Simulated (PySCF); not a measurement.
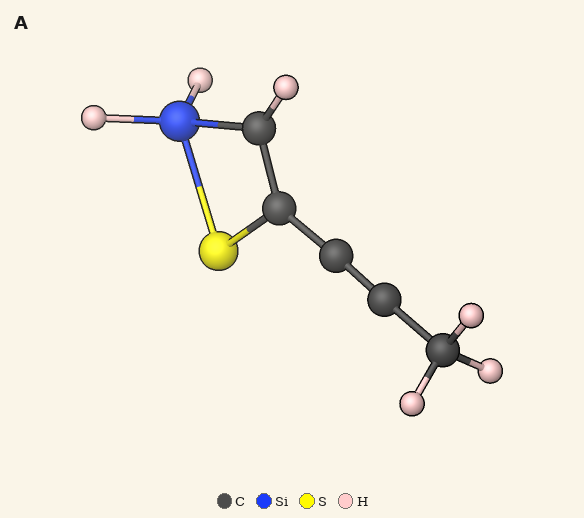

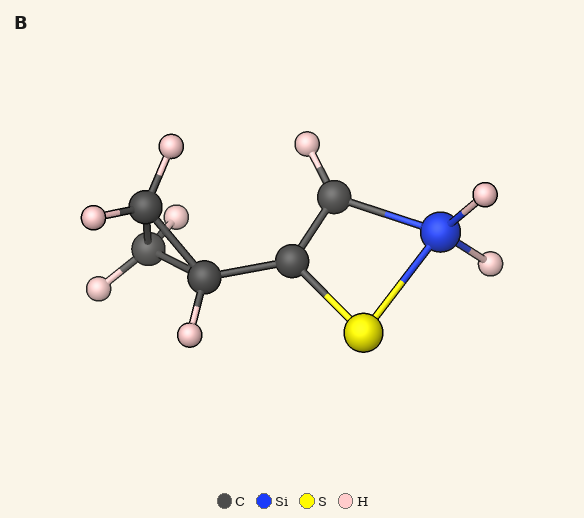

Two related species, optimised with GFN2-xTB; properties computed with PySCF 2.14.0. Both: charge 0, singlet.

**What are A and B?**

A is C5H6SSi (CC#CC1=C[SiH2]S1), B is C5H8SSi (C1=C(C2CC2)S[SiH2]1).

Compare them. With PBE0/def2-SVPD: dipole moment (D), HOMO–LUMO gap (eV), HOMO energy (Kohn–Sham orbital) (eV), lowest vertical singlet excitation (eV), mean static polarisability (bohr³). With GFN2-xTB: mean Si–C length (Å), mean Si–H length (Å), mean Si–S length (Å).

```csv
quantity,A,B
dipole moment (D),1.94,1.93
HOMO–LUMO gap (eV),4.93,5.62
HOMO energy (Kohn–Sham orbital) (eV),−6.22,−6.09
lowest vertical singlet excitation (eV),4.07,4.31
mean static polarisability (bohr³),111.6,102.1
mean Si–C length (Å),1.865,1.862
mean Si–H length (Å),1.455,1.454
mean Si–S length (Å),2.214,2.218
```

Each is one conformer, and no frequency run is at hand to confirm it as a minimum.

The geometry is semi-empirical. Around Si such bond lengths and angles can be off by a tenth of an ångström or more and by several degrees, and values that hang on the shape move with them.
